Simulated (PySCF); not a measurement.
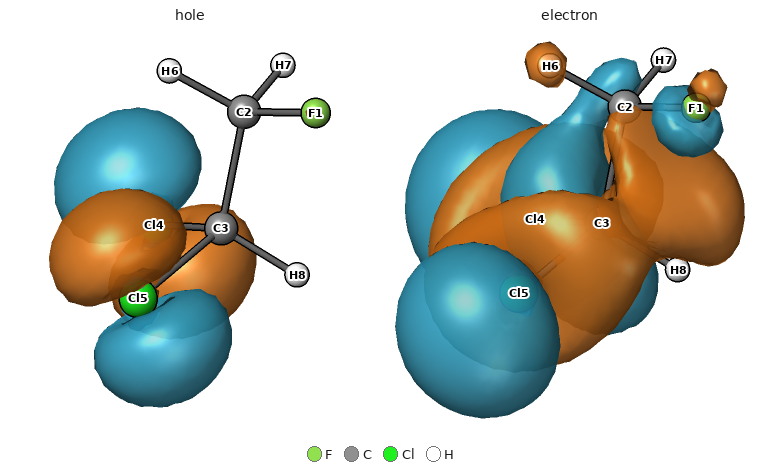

*C₂H₃Cl₂F, SMILES `FCC(Cl)Cl`. Leading natural transition orbital pair of S₃ (TDA singlet states); the surfaces enclose about 78 % of each orbital's density.*

PySCF calculation, PBE0/def2-SVPD, gas phase; geometry: GFN2-xTB. No frequency check shows the geometry to be a minimum. GFN2-xTB bond lengths at metals and heavier atoms can be off by up to 0.1 Å and shapes distorted, which carries into these values.

Where does the state lie, and where do hole and electron sit?

Answer. 7.46 eV (166 nm), f = 0.001 (very weak), partly diffuse acceptor orbital; the leading pair carries 66 %; hole on Cl4 (46 %), Cl5 (41 %) and C3 (6 %), electron on Cl4 (31 %), Cl5 (29 %) and C3 (28 %) (atom shares of so diffuse an orbital are rough) (shares are of the whole state, not of the leading pair alone); their centroids lie 0.2 Å apart. In canonical orbitals it is mainly HOMO−2 → LUMO (65 %). The HOMO–LUMO gap is 8.62 eV.

Cost of the run: 4.3 min on 1 thread of Arm Neoverse V1, on a shared host, peak memory 0.7 GiB.
